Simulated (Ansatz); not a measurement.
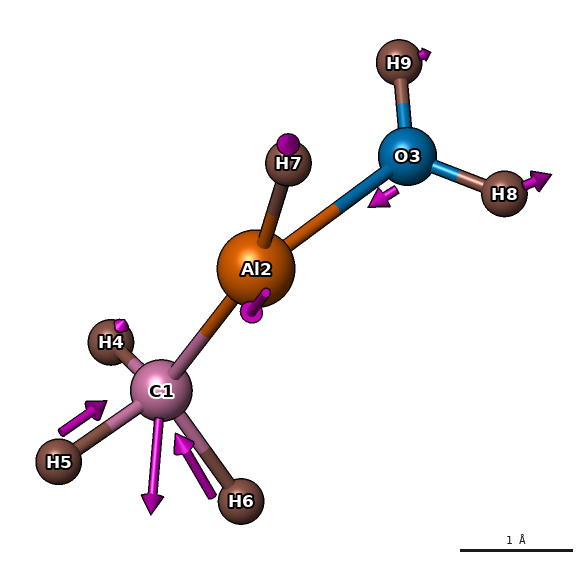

Arrows show the forces on the atoms, 0.2 Å of arrow for 1 eV/Å; forces under a tenth of the largest aren't drawn. The species has charge +1 and is a spin singlet. Level of theory: PBE-D4/def2-TZVPP (Ansatz 0.2.0).

On which atom is the force largest, and how large is it?

On C1: 4.48 eV/Å.

List the force components in the frame of the picture (x right, y up, z towards the viewer), in eV/Å.

```json
{"atom": "C1", "Fx": "−0.37", "Fy": "−4.38", "Fz": "0.86"}
{"atom": "Al2", "Fx": "−0.86", "Fy": "−1.16", "Fz": "−3.77"}
{"atom": "O3", "Fx": "−1.33", "Fy": "−0.84", "Fz": "0.20"}
{"atom": "H4", "Fx": "0.28", "Fy": "0.46", "Fz": "0.53"}
{"atom": "H5", "Fx": "2.09", "Fy": "1.46", "Fz": "−1.32"}
{"atom": "H6", "Fx": "−1.68", "Fy": "2.89", "Fz": "1.71"}
{"atom": "H7", "Fx": "−0.01", "Fy": "0.84", "Fz": "2.29"}
{"atom": "H8", "Fx": "1.32", "Fy": "0.54", "Fz": "−0.37"}
{"atom": "H9", "Fx": "0.57", "Fy": "0.18", "Fz": "−0.12"}
```
